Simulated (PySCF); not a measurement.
**Excited-state calculation of CH5ClFO4PSi**

CH5ClFO4PSi, computed with TDDFT CAM-B3LYP/def2-SVPD, vertical, gas phase, core orbitals frozen in the response (PySCF 2.14.0).

The geometry comes from this level: PBE0-D3(BJ)/def2-SVP.

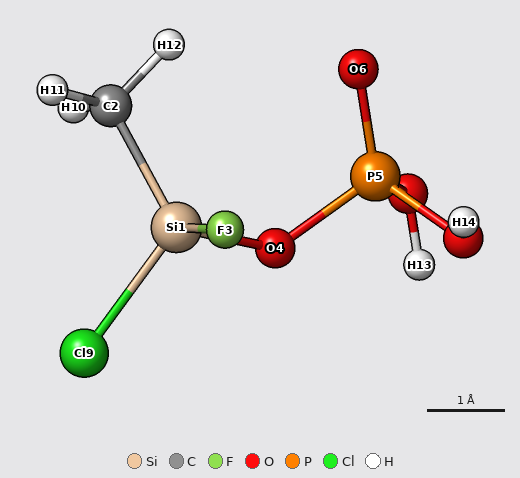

The structure (ball-and-stick view, seen at a tilt; atoms are numbered from 1 in the order of the input).

### Input file
```
{"job": {"kind": "uv", "xc": "CAM-B3LYP", "basis": "def2-SVPD", "nstates": 6, "ntriplets": 2, "ip": true}, "charge": 0, "multiplicity": 1}
Si     0.342024    -0.371085    -1.294335
C      1.004069    -1.910261    -0.553502
F      1.508555     0.732220    -1.490466
O     -0.809642     0.373135    -0.338252
P     -0.591587     0.919592     1.166331
O      0.511581     0.258564     1.882328
O     -2.032367     0.763591     1.821592
O     -0.484501     2.512029     0.981454
Cl    -0.552973    -0.648891    -3.108889
H      0.217571    -2.676652    -0.493388
H      1.842145    -2.307582    -1.143958
H      1.344602    -1.671444     0.466252
H     -2.731145     1.217441     1.332711
H      0.419961     2.790430     0.784474
```

The first line tells a small driver script what to run in PySCF; the rest is the geometry in Å.

Launch command:
```bash
OMP_NUM_THREADS=1 python <driver script> task.json out
```

### Output
```
coarse grid: 14488 points
cycle   1  E = -1531.9107544452  dE =  1.669e+00  |g| = 1.322e+00  |ddm| = 6.228e+00
cycle   2  E = -1531.7288874623  dE =  1.819e-01  |g| = 1.693e+00  |ddm| = 6.115e+00
cycle   3  E = -1532.2348658908  dE = -5.060e-01  |g| = 2.096e-01  |ddm| = 2.814e+00
cycle   4  E = -1532.2423116768  dE = -7.446e-03  |g| = 6.634e-02  |ddm| = 3.035e-01
cycle   5  E = -1532.2430774269  dE = -7.658e-04  |g| = 1.256e-02  |ddm| = 8.711e-02
cycle   6  E = -1532.2431109873  dE = -3.356e-05  |g| = 3.933e-03  |ddm| = 2.647e-02
cycle   7  E = -1532.2431143024  dE = -3.315e-06  |g| = 1.265e-03  |ddm| = 6.609e-03
final grid: 130104 points
cycle   8  E = -1532.4503323281  dE = -2.475e-05  |g| = 3.717e-03  |ddm| = 6.426e-02
cycle   9  E = -1532.4503316714  dE =  6.566e-07  |g| = 4.351e-03  |ddm| = 1.157e-02
cycle  10  E = -1532.4503351778  dE = -3.506e-06  |g| = 4.516e-04  |ddm| = 4.820e-03
cycle  11  E = -1532.4503352144  dE = -3.665e-08  |g| = 1.730e-04  |ddm| = 7.987e-04
cycle  12  E = -1532.4503352206  dE = -6.133e-09  |g| = 6.513e-05  |ddm| = 3.359e-04
cycle  13  E = -1532.4503352213  dE = -7.722e-10  |g| = 1.533e-05  |ddm| = 9.137e-05
```

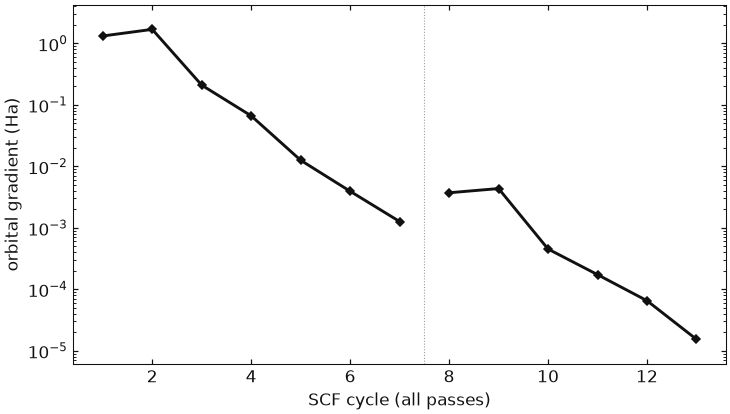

Convergence of the self-consistent field: orbital gradient against the SCF cycle. The dotted line marks the change from a coarse to the final integration grid. The first 7 cycles use a coarse grid, the final grid takes over at cycle 8, and the field converges after 13 cycles in all.

```
converged SCF energy = -1532.4503352213

Static polarisability (au): isotropic 81.788, principal 72.965 82.543 89.855

Singlet excitations
state   eV       nm        f      main configurations
  1   7.8071    158.8   0.01907   H->L 0.86
  2   8.1860    151.5   0.03633   H-1->L 0.87
  3   8.6625    143.1   0.00908   H-4->L 0.30, H-5->L 0.23, H-3->L 0.18
  4   8.6720    143.0   0.10340   H-2->L 0.43, H-2->L+1 0.31
  5   8.8167    140.6   0.03583   H-3->L+1 0.29, H-3->L 0.26, H-4->L 0.09
  6   8.9795    138.1   0.00515   H->L+2 0.58, H->L+1 0.16, H-4->L 0.09

Triplet excitations (Tamm-Dancoff, eV): 7.5383 7.8814
Vertical ionisation energy (delta-SCF) = 11.4154 eV
```

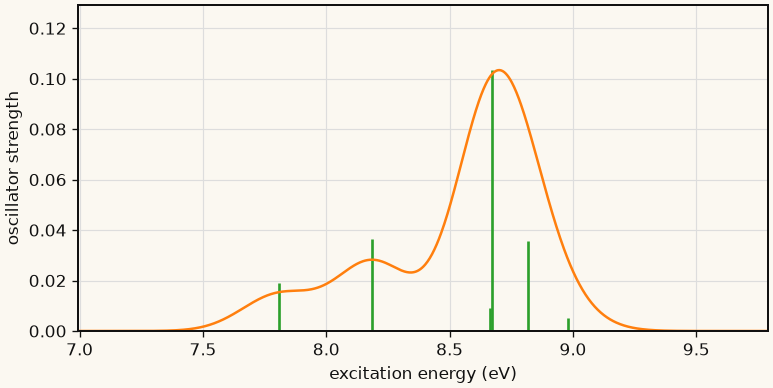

Computed excitations as sticks (degenerate states added up, dark ones marked on the axis), with a Gaussian envelope of 0.35 eV full width at half maximum, scaled to the tallest. Of the 6 states the lowest lies at 7.81 eV (f = 0.019); the strongest line is at 8.67 eV, or 143 nm (f = 0.103).

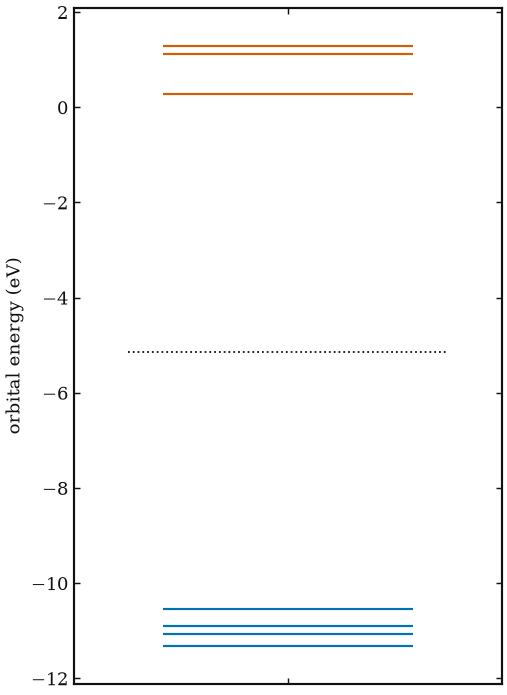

Orbital energies near the frontier; the dotted line parts filled from empty levels, and levels within 0.02 eV of each other stand side by side. Highest filled −10.55 eV, lowest empty 0.28 eV, 10.83 eV apart.

### Summary

| quantity | value |
| --- | --- |
| outcome | converged |
| total energy | −1532.450335 hartree |
| HOMO | −10.55 eV |
| LUMO | 0.28 eV |
| dipole moment | 1.67 D |
| mean polarisability | 81.79 a.u. |
| vertical ionisation energy | 11.42 eV |
| lowest singlet excitation | 7.81 eV |
| hardware | 1 CPU thread, shared host |
| wall time | 4.9 min |
| peak memory | 1.3 GiB |
